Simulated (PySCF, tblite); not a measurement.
# C6H14ClFSi: geometry, infrared bands and NMR shifts

What infrared bands and NMR shifts should C6H14ClFSi (`CC(C)[C@@]([SiH3])(CF)CCl`) show?

Programs: tblite 0.8.0 and PySCF 2.14.0, with density-fitted response routines of our own. Each step states its level of theory. These are calculated values for one molecule in the gas phase, unless marked as measured. Atoms count from 0, in the outputs and in this text.

## Step 1: The molecule as given

23 atoms, charge 0, multiplicity 1; geometry from: force field or distance geometry start.

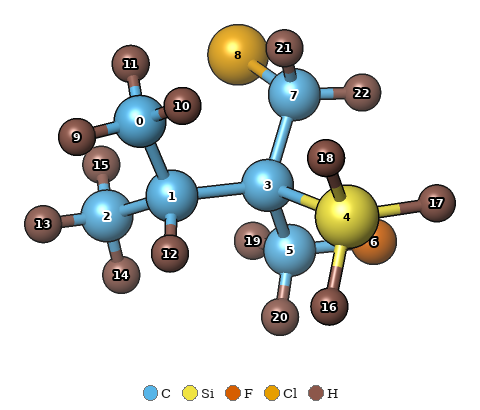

As it starts; carbon blue, silicon yellow, fluorine orange, chlorine amber, hydrogen brown, atoms numbered.

## Step 2: Relaxing the molecule with GFN2-xTB

The job: settings as JSON, then the geometry in Å.

```
{"job": {"kind": "relax", "xc": "GFN2-xTB", "basis": "xTB"}, "charge": 0, "multiplicity": 1}
C     -1.665700     0.904800    -0.849100
C     -0.914400     0.314200     0.333300
C     -1.765800    -0.795300     0.977200
C      0.577900    -0.112900    -0.006200
Si     1.738500     1.590900     0.024100
C      1.182500    -1.023400     1.098000
F      2.485900    -1.297800     0.795200
C      0.810000    -0.741900    -1.396400
Cl    -0.024700    -2.305500    -1.638300
H     -2.638600     1.317800    -0.511600
H     -1.125500     1.722500    -1.323000
H     -1.895500     0.149900    -1.608700
H     -0.864500     1.100400     1.116800
H     -2.769100    -0.404300     1.205100
H     -1.353600    -1.136900     1.919900
H     -1.912200    -1.646900     0.322300
H      1.650900     2.177500     1.383300
H      3.127400     1.223600    -0.353800
H      1.167900     2.521500    -0.987100
H      0.675500    -1.981200     1.187900
H      1.166800    -0.537200     2.090000
H      0.468500    -0.077000    -2.200800
H      1.873000    -0.935800    -1.567900
```

Started as:

```console
> OMP_NUM_THREADS=1 python probes_run.py task.json out
```

The driver reads the jobs from task.json and runs them one after another.

Output:

```text
step      E/eV     max force
  0    -843.42861    1.194
  1    -843.50246    0.768
  2    -843.56447    0.555
  3    -843.58941    0.519
  4    -843.61735    0.501
  5    -843.63122    0.221
  6    -843.64187    0.243
  7    -843.65026    0.301
  8    -843.65703    0.289
  9    -843.66280    0.160
 10    -843.66798    0.178
 11    -843.67225    0.151
 12    -843.67544    0.152
 13    -843.67781    0.098
 14    -843.68000    0.155
 15    -843.68220    0.153
 16    -843.68414    0.163
 17    -843.68565    0.151
 18    -843.68689    0.093
 19    -843.68815    0.096
 20    -843.68952    0.085
 21    -843.69088    0.113
 22    -843.69220    0.104
 23    -843.69343    0.079
 24    -843.69452    0.076
 25    -843.69547    0.091
 26    -843.69627    0.070
 27    -843.69687    0.057
 28    -843.69733    0.042
 29    -843.69772    0.049
 30    -843.69813    0.058
 31    -843.69863    0.071
 32    -843.69918    0.069
 33    -843.69964    0.043
 34    -843.69995    0.038
 35    -843.70015    0.031
 36    -843.70031    0.032
 37    -843.70046    0.025
 38    -843.70061    0.028
 39    -843.70076    0.029
 40    -843.70089    0.035
 41    -843.70099    0.023
 42    -843.70107    0.020
 43    -843.70114    0.019
 44    -843.70121    0.025
 45    -843.70128    0.023
 46    -843.70136    0.018
 47    -843.70143    0.017
 48    -843.70149    0.018
 49    -843.70154    0.017
 50    -843.70159    0.013
 51    -843.70163    0.014
 52    -843.70168    0.023
 53    -843.70177    0.036
 54    -843.70190    0.039
 55    -843.70204    0.026
 56    -843.70215    0.028
 57    -843.70225    0.027
 58    -843.70237    0.036
 59    -843.70252    0.037
 60    -843.70266    0.026
 61    -843.70278    0.026
 62    -843.70289    0.027
 63    -843.70300    0.028
 64    -843.70310    0.029
 65    -843.70319    0.018
 66    -843.70328    0.019
 67    -843.70337    0.022
 68    -843.70351    0.025
 69    -843.70368    0.025
 70    -843.70385    0.024
 71    -843.70400    0.024
 72    -843.70410    0.023
 73    -843.70416    0.018
 74    -843.70422    0.016
 75    -843.70429    0.019
 76    -843.70438    0.020
 77    -843.70445    0.020
 78    -843.70452    0.017
 79    -843.70457    0.014
 80    -843.70460    0.014
 81    -843.70463    0.014
 82    -843.70467    0.015
 83    -843.70471    0.012
 84    -843.70473    0.012
 85    -843.70475    0.010
 86    -843.70477    0.010
 87    -843.70478    0.010
```

It took 0.88 s on 1 thread of Arm Neoverse V1, shared host; peak memory 0.18 GiB.

Step by step: (not every step is listed)

```
step  energy from step 0 (eV)  largest force (eV/Å)
   0                   0.0000                1.1942
   1                  -0.0738                0.7683
   2                  -0.1359                0.5552
   3                  -0.1608                0.5188
   4                  -0.1887                0.5006
   5                  -0.2026                0.2211
   6                  -0.2133                0.2433
   7                  -0.2216                0.3009
   8                  -0.2284                0.2889
  15                  -0.2536                0.1532
  22                  -0.2636                0.1035
  29                  -0.2691                0.0491
  36                  -0.2717                0.0322
  43                  -0.2725                0.0188
  50                  -0.2730                0.0132
  57                  -0.2736                0.0272
  64                  -0.2745                0.0294
  71                  -0.2754                0.0236
  78                  -0.2759                0.0171
  82                  -0.2761                0.0150
  83                  -0.2761                0.0122
  84                  -0.2761                0.0124
  85                  -0.2761                0.0103
  86                  -0.2762                0.0100
  87                  -0.2762                0.0100
```

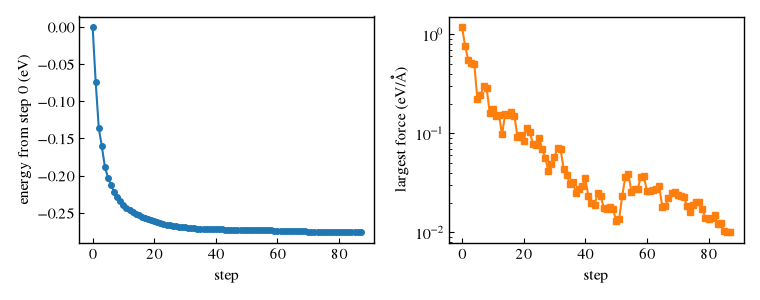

Energy and largest force along the relaxation.

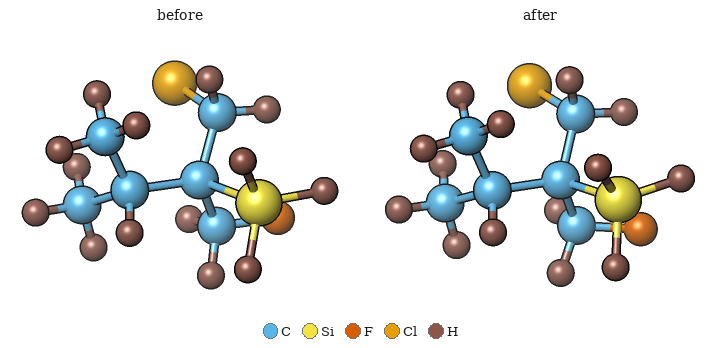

Before and after, at one scale.

Close pairs (by a distance rule), those that changed most:

```
   bond  before (Å)  after (Å)  change (Å)
 C3–Si4       2.062      1.937      -0.124
  C1–C3       1.589      1.549      -0.040
Si4–H17       1.486      1.457      -0.028
  C3–C5       1.554      1.526      -0.027
Si4–H18       1.488      1.463      -0.025
  C3–C7       1.543      1.519      -0.025
Si4–H16       1.483      1.461      -0.022
  C0–H9       1.110      1.088      -0.022
```

The end geometry stands in the next job.

## Step 3: Vibrational analysis with GFN2-xTB

The job: settings as JSON, then the geometry in Å.

```
{"job": {"kind": "ir", "xc": "GFN2-xTB", "basis": "xTB"}, "charge": 0, "multiplicity": 1}
C     -1.627265     0.908711    -0.854533
C     -0.884977     0.331647     0.349602
C     -1.732072    -0.796600     0.948184
C      0.573315    -0.060724     0.004794
Si     1.698024     1.516683    -0.012344
C      1.147803    -0.965119     1.092029
F      2.525218    -0.987476     0.996205
C      0.757655    -0.737932    -1.342203
Cl    -0.156761    -2.267270    -1.555421
H     -2.576399     1.330181    -0.530446
H     -1.055988     1.697523    -1.336794
H     -1.840193     0.129532    -1.581842
H     -0.820773     1.120176     1.112188
H     -2.732338    -0.417957     1.150750
H     -1.318434    -1.160159     1.884840
H     -1.820602    -1.630590     0.259467
H      1.807338     1.965009     1.373623
H      2.998190     1.190872    -0.584064
H      1.058873     2.555471    -0.820054
H      0.814825    -2.003006     0.998981
H      0.922231    -0.583462     2.091711
H      0.453609    -0.092415    -2.163594
H      1.803968    -1.016110    -1.471001
```

Output:

```text
mode    cm-1     km/mol
  1      71.1      1.48
  2      78.7      2.92
  3      99.1      0.04
  4     143.4      0.53
  5     163.9      1.72
  6     193.6      1.68
  7     211.0     10.67
  8     224.9      1.86
  9     250.5      0.94
 10     273.9      2.01
 11     309.7      2.62
 12     346.9      1.87
 13     355.7      3.55
 14     380.3      1.29
 15     448.7      5.92
 16     501.1     18.67
 17     561.3     61.69
 18     585.6     33.56
 19     688.0      4.46
 20     708.3     14.40
 21     758.2    161.98
 22     784.1    207.99
 23     806.2    353.20
 24     846.8      5.72
 25     912.4     12.76
 26     932.1      3.49
 27     947.2      2.47
 28     985.5      1.01
 29    1004.9     45.46
 30    1037.3     48.12
 31    1068.4      0.36
 32    1104.0     15.28
 33    1149.1     15.49
 34    1177.9     17.67
 35    1203.2     11.72
 36    1215.2      6.38
 37    1246.7      1.13
 38    1270.9     25.83
 39    1317.3      4.93
 40    1323.2      4.30
 41    1350.4      6.53
 42    1409.2     10.14
 43    1424.2     13.79
 44    1441.8      2.90
 45    1459.3      7.20
 46    1496.2      1.49
 47    1503.0      1.02
 48    1512.3      1.30
 49    1517.0      1.44
 50    2278.2    315.10
 51    2296.8    250.47
 52    2331.0    238.56
 53    2885.6     54.14
 54    2954.6     35.46
 55    2959.5     25.99
 56    2981.6      6.08
 57    3002.5      7.18
 58    3024.1     14.99
 59    3032.5     57.29
 60    3043.2     37.26
 61    3046.9      2.61
 62    3049.3     44.53
 63    3070.1     22.10
```

Wall time 1.3 s (1 thread of Arm Neoverse V1, shared host); peak memory 0.18 GiB.

Which atoms move in the most intense modes:

```
cm⁻¹  km/mol                         atoms
 561    61.7  H16 44 %, H17 32 %, Si4 10 %
 758   162.0            H16 56 %, H17 32 %
 784   208.0  H18 44 %, H16 27 %, H17 24 %
 806   353.2  H18 39 %, H17 38 %, H16 13 %
2278   315.1                      H18 95 %
2297   250.5                      H16 96 %
2331   238.6                      H17 96 %
3032    57.3                       H9 69 %
```

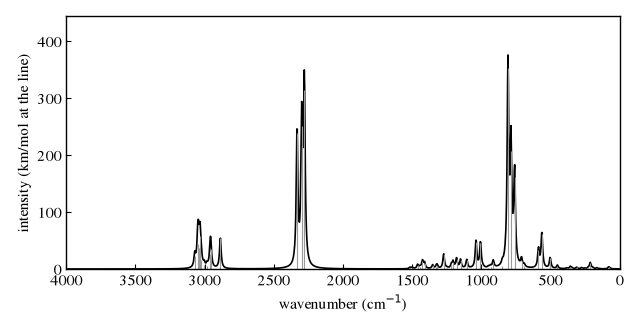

The infrared spectrum from these modes, unscaled. Lines are broadened to a width of 14 cm⁻¹ (Lorentzian).

## Step 4: NMR shieldings: PBE0/pcSseg-1

Same as in step 3 but for these lines:

```diff
@@ -1,2 +1,2 @@
-{"job": {"kind": "ir", "xc": "GFN2-xTB", "basis": "xTB"}, "charge": 0, "multiplicity": 1}
+{"job": {"kind": "nmr", "xc": "PBE0", "basis": "pcSseg-1"}, "charge": 0, "multiplicity": 1}
 C     -1.627265     0.908711    -0.854533
```

Method: GIAO PBE0/pcSseg-1 NMR shielding, non-relativistic, gas phase.

Output:

```text
coarse grid: 19536 points
cycle   1  E = -1085.7363724872  dE =  7.451e-01  |g| = 5.491e-01  |ddm| = 4.144e+00
cycle   2  E = -1085.7148758326  dE =  2.150e-02  |g| = 6.871e-01  |ddm| = 1.057e+00
cycle   3  E = -1085.7992406922  dE = -8.436e-02  |g| = 6.974e-02  |ddm| = 5.965e-01
cycle   4  E = -1085.7998917442  dE = -6.511e-04  |g| = 3.341e-02  |ddm| = 7.838e-02
cycle   5  E = -1085.8001143263  dE = -2.226e-04  |g| = 7.046e-03  |ddm| = 3.646e-02
cycle   6  E = -1085.8001246915  dE = -1.037e-05  |g| = 2.537e-03  |ddm| = 1.054e-02
cycle   7  E = -1085.8001260897  dE = -1.398e-06  |g| = 5.356e-04  |ddm| = 3.082e-03
final grid: 177736 points
cycle   8  E = -1085.8614680731  dE = -1.008e-04  |g| = 9.850e-03  |ddm| = 5.453e-02
cycle   9  E = -1085.8614569749  dE =  1.110e-05  |g| = 1.200e-02  |ddm| = 1.930e-02
cycle  10  E = -1085.8614905178  dE = -3.354e-05  |g| = 1.752e-03  |ddm| = 1.182e-02
cycle  11  E = -1085.8614910677  dE = -5.499e-07  |g| = 4.064e-04  |ddm| = 2.218e-03
cycle  12  E = -1085.8614910994  dE = -3.170e-08  |g| = 9.168e-05  |ddm| = 3.712e-04
cycle  13  E = -1085.8614911012  dE = -1.769e-09  |g| = 2.543e-05  |ddm| = 1.273e-04
cycle  14  E = -1085.8614911014  dE = -1.487e-10  |g| = 6.287e-06  |ddm| = 2.984e-05
converged SCF energy = -1085.8614911014

GIAO shielding tensors (ppm)
atom      isotropic    diamagn.    paramagn.     s11        s22        s33       span
  0 C      166.275     248.462     -82.187    150.857    161.372    186.595     35.738
  1 C      153.978     245.595     -91.617    147.508    150.082    164.344     16.836
  2 C      166.281     246.585     -80.304    155.088    157.557    186.198     31.110
  3 C      146.967     250.711    -103.743    130.917    148.525    161.460     30.544
  4 Si     409.544     881.377    -471.834    371.629    394.785    462.217     90.588
  5 C       98.407     245.567    -147.160     61.517     80.312    153.392     91.875
  6 F      420.391     474.447     -54.056    373.751    427.388    460.034     86.282
  7 C      135.053     246.759    -111.706     91.575    138.065    175.519     83.943
  8 Cl     877.111    1147.770    -270.658    734.848    843.774   1052.712    317.864
  9 H       30.648      30.208       0.440     26.284     27.509     38.151     11.868
 10 H       30.458      31.980      -1.522     25.103     29.529     36.744     11.641
 11 H       30.465      31.125      -0.660     25.532     31.039     34.823      9.291
 12 H       30.037      33.678      -3.640     25.438     29.389     35.285      9.846
 13 H       31.008      29.773       1.235     26.148     28.245     38.631     12.483
 14 H       30.959      30.743       0.216     25.562     30.155     37.159     11.597
 15 H       29.647      30.490      -0.842     23.211     31.587     34.144     10.934
 16 H       28.075      30.281      -2.206     24.593     25.736     33.897      9.304
 17 H       28.030      30.027      -1.997     24.140     26.262     33.688      9.549
 18 H       28.001      30.499      -2.498     23.663     27.557     32.782      9.118
 19 H       26.256      30.464      -4.208     22.584     27.716     28.467      5.883
 20 H       27.104      31.648      -4.544     21.974     29.327     30.012      8.038
 21 H       27.859      31.295      -3.436     22.532     28.501     32.544     10.012
 22 H       27.517      30.679      -3.163     20.593     28.664     33.293     12.700
```

Wall time 80 s (1 thread of Arm Neoverse V1, shared host); peak memory 1.1 GiB.

The references, computed at this level on geometries of the same kind, shield at (ppm): 1H TMS 31.72, 13C TMS 186.9, 29Si TMS 349.2, 19F CFCl3 170.9, 35Cl HCl 950. Their shielding less the atom's gives the shift. The references are single molecules in the gas phase, so shifts against H2O, NH3, PH3, H3PO4 or CFCl3 are not on the usual liquid scales and can be off by tens of ppm. Atoms listed in one row are averaged.

```
        atoms                                environment  σ (ppm)  δ (ppm)  δ scaled to CDCl3
           C5                        sp3 CH2 bonded to F     98.4     88.5               84.5
           C7                       sp3 CH2 bonded to Cl    135.1     51.9               48.7
           C3  fully substituted sp3 carbon bonded to Si    147.0     40.0               37.1
           C1                                     sp3 CH    154.0     32.9               30.2
           C0                              methyl carbon    166.3     20.7               18.2
           C2                              methyl carbon    166.3     20.6               18.2
          H19         hydrogen on an sp3 CH2 bonded to F    26.26     5.46               5.25
          H20         hydrogen on an sp3 CH2 bonded to F    27.10     4.61               4.45
          H22        hydrogen on an sp3 CH2 bonded to Cl    27.52     4.20               4.07
          H21        hydrogen on an sp3 CH2 bonded to Cl    27.86     3.86               3.74
H16, H17, H18          hydrogen on a silicon bonded to C    28.04     3.68                  –
          H12                      hydrogen on an sp3 CH    30.04     1.68               1.69
 H9, H10, H11                hydrogen on a methyl carbon    30.52     1.19               1.23
H13, H14, H15                hydrogen on a methyl carbon    30.54     1.18               1.22
          Si4                   silicon bonded to C, 3 H    409.5    -60.4                  –
           F6                  fluorine on an sp3 carbon    420.4   -249.4                  –
          Cl8                       chlorine bonded to C      877       73                  –
```

The scaled column applies a straight-line fit of computed shieldings to shifts measured in CDCl3, with any fitted terms for Cl, Br or S neighbours, and one for carbons that bear F (root-mean-square error 0.16 ppm for H, 1.9 ppm for C).

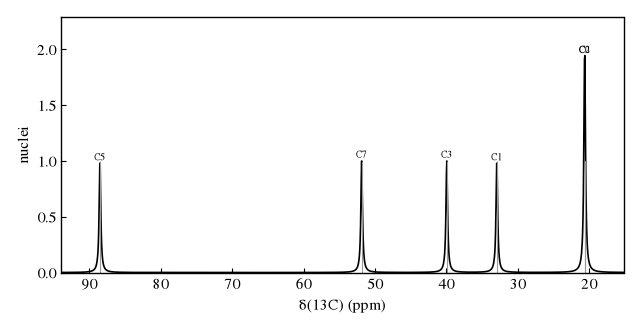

13C lines at the computed shifts, without couplings. Lines are broadened to a width of 0.27 ppm (Lorentzian).

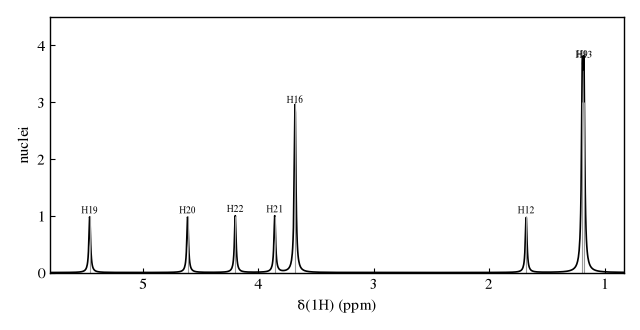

1H lines at the computed shifts, without couplings. Lines are broadened to a width of 0.02 ppm (Lorentzian).

Charges from the same density, by scheme (e):

```
atoms  Mulliken    IAO  Hirshfeld  ESP fit
   C0     -0.21  -0.42      -0.12    -0.55
   C1     -0.30  -0.09      -0.02     0.46
   C2     -0.20  -0.42      -0.13    -0.57
   C3     -0.74  -0.23      -0.07    -0.02
  Si4      0.53   0.59       0.30     0.29
   C5      0.29   0.04       0.02     0.13
   F6     -0.34  -0.33      -0.10    -0.25
   C7     -0.10  -0.24      -0.04    -0.58
  Cl8     -0.16  -0.13      -0.04    -0.11
```

IAO charges:

C0 -0.42; C1 -0.09; C2 -0.42; C3 -0.23; Si4 0.59; C5 0.04; F6 -0.33; C7 -0.24; Cl8 -0.13; H9 0.14; H10 0.13; H11 0.14; H12 0.12; H13 0.14; H14 0.13; H15 0.15; H16 -0.11; H17 -0.10; H18 -0.12; H19 0.15; H20 0.14; H21 0.16; H22 0.17

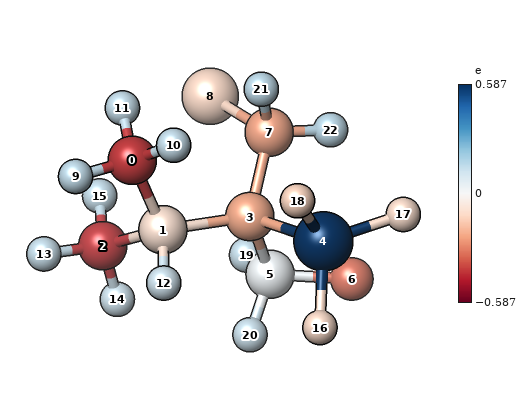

IAO charges, as colours on the atoms.

Mayer bond orders: C0–C1 1.04, C1–C2 1.04, C1–C3 0.94, C3–Si4 0.82, C3–C5 0.99, C5–F6 0.85, C3–C7 1.01, C7–Cl8 0.97.

The fields below are evaluated on a grid from the run's orbitals.

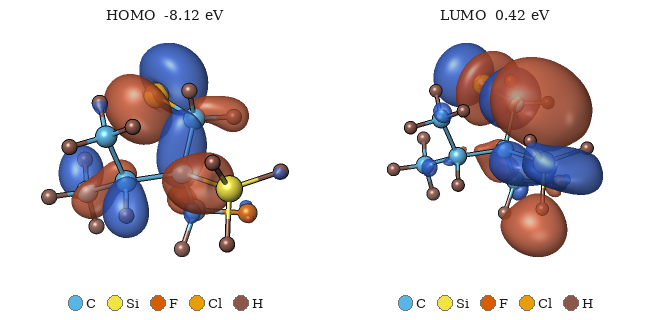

Frontier orbitals at PBE0/pcSseg-1; each surface holds 70 % of the orbital's density, blue and red mark the sign.

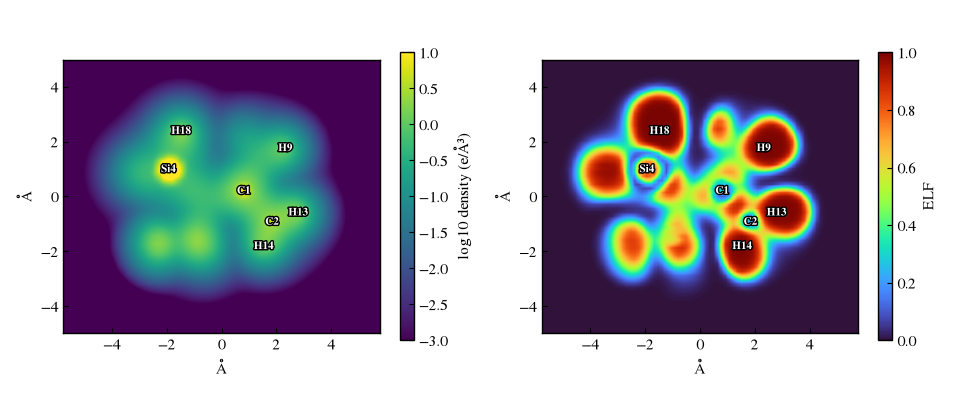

Density (left) and ELF (right) in a plane through or near 7 of the atoms.

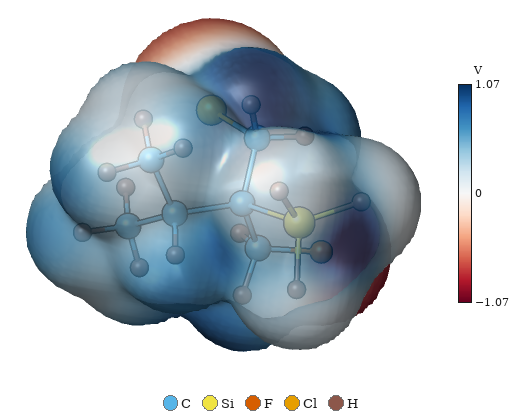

Electrostatic potential on the surface of density 0.002 e/bohr³; red is low, blue high. It runs from -0.92 V near F6 to 1.07 V near H21.

## Step 5: Summary of results

```
                                                              quantity                                               value
                             strongest single infrared mode (GFN2-xTB)                                806 cm⁻¹, 353 km/mol
                                          zero-point energy (GFN2-xTB)                                      115.4 kcal/mol
                                13C shifts against TMS (PBE0/pcSseg-1)              88.5, 51.9, 40.0, 32.9, 20.7, 20.6 ppm
1H shifts against TMS (PBE0/pcSseg-1, means over atoms taken as alike)  5.46, 4.61, 4.20, 3.86, 3.68, 1.68, 1.19, 1.18 ppm
                               29Si shifts against TMS (PBE0/pcSseg-1)                                           -60.4 ppm
                              19F shifts against CFCl3 (PBE0/pcSseg-1)                                          -249.4 ppm
                               35Cl shifts against HCl (PBE0/pcSseg-1)                                              73 ppm
                                 surface potential, least and greatest                                  -0.92 V and 1.07 V
```

Relaxing lowered the energy by 0.276 eV in 87 steps; the close pair that moved most is C3–Si4, from 2.062 to 1.937 Å. No mode is imaginary among the 63: a minimum at this level. The strongest single mode, at 806 cm⁻¹, moves mainly H18 and H17. GFN2-xTB is a fitted tight-binding method: band positions and strengths are rough. Its intensities can rank the bands wrongly. At PBE0/pcSseg-1: Shielding is most anisotropic at Cl8 (span 318 ppm, paramagnetic term -271 ppm).
